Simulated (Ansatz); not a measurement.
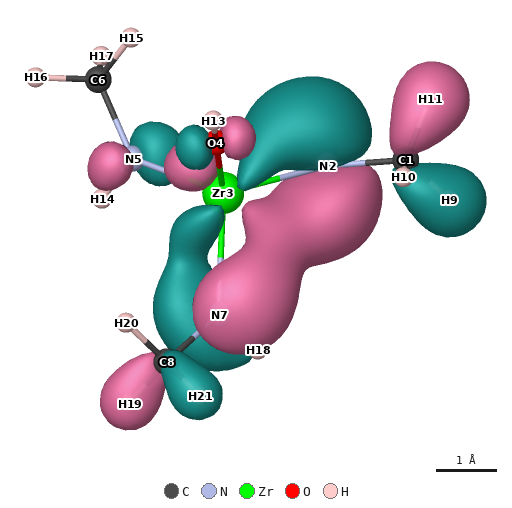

The picture shows: C3H13N3OZr (SMILES C[NH][Zr]([OH])([NH]C)[NH]C). The HOMO−1 at ±0.1 Å⁻³ᐟ² (teal and pink are the two phases), seen at a tilt.

Geometry: PBE0-D4/def2-TZVP; core potentials replace the inner electrons of Zr.

All numbers below come from Ansatz 0.2.0, RKS PBE0-D4/def2-TZVPP.

```xyz
21

C    -2.1329   -2.0287   -1.0520
N    -1.7740   -0.7479   -0.4829
Zr    0.1189   -0.0495   -0.1510
O     1.3395   -0.5019   -1.5964
N    -0.0435    1.9713    0.1178
C    -0.0807    2.9827   -0.9161
N     0.7065   -0.8259    1.6475
C     2.0572   -0.8808    2.1627
H    -2.7878   -2.6127   -0.3922
H    -1.2345   -2.6329   -1.2171
H    -2.6354   -1.9381   -2.0240
H    -2.5876   -0.1627   -0.3467
H     1.9533   -0.7561   -2.2768
H    -0.0095    2.3860    1.0396
H    -0.0852    2.5114   -1.9044
H     0.7893    3.6520   -0.8896
H    -0.9821    3.6070   -0.8608
H     0.0593   -1.3128    2.2531
H     2.1562   -0.3827    3.1361
H     2.7430   -0.3704    1.4781
H     2.4297   -1.9075    2.2752
```

Where does this orbital lie, and at what energy?

Answer. By Hirshfeld shares it lies mainly on N2 (about 20 %), N5 (about 20 %), N7 (about 20 %) and Zr3 (about 15 %). Its energy is −6.42 eV.
